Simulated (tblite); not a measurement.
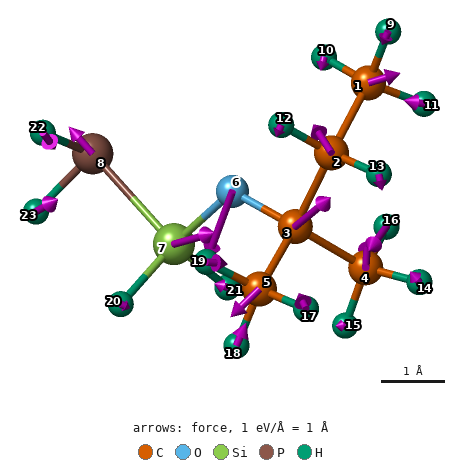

Starting geometry of C$_{5}$H$_{15}$OPSi with the computed forces as purple arrows. Style: ball-and-stick. Shown at a tilt.

Theory: GFN2-xTB geometry optimisation, gas phase in tblite 0.8.0. 

Question: Is this structure relaxed? If not, where do the atoms go?

Answer: It isn't relaxed: the largest force vector, on O6, is 1.34 eV/Å. The final displacements have little in common with the starting forces (cosine between the two patterns 0.20). After 79 geometry steps the energy has fallen by 23.7 kJ/mol. H23 moves most after the best rigid fit: 0.54 Å. Largest moves by element: H 0.54 Å, P 0.41 Å, O 0.16 Å, C 0.14 Å, Si 0.08 Å. Among the contacts that change: O6–Si7 1.662 → 1.605 Å, C4–H16 1.116 → 1.086 Å, P8–H22 1.410 → 1.382 Å, C2–C3 1.563 → 1.540 Å. Bond angles that change, for instance: O6–Si7–P8 107.9° → 99.7°, C3–O6–Si7 125.1° → 133.2°, P8–Si7–H20 108.5° → 114.4°. Cost: 0.77 s on 1 thread of Arm Neoverse V1, on a shared host.
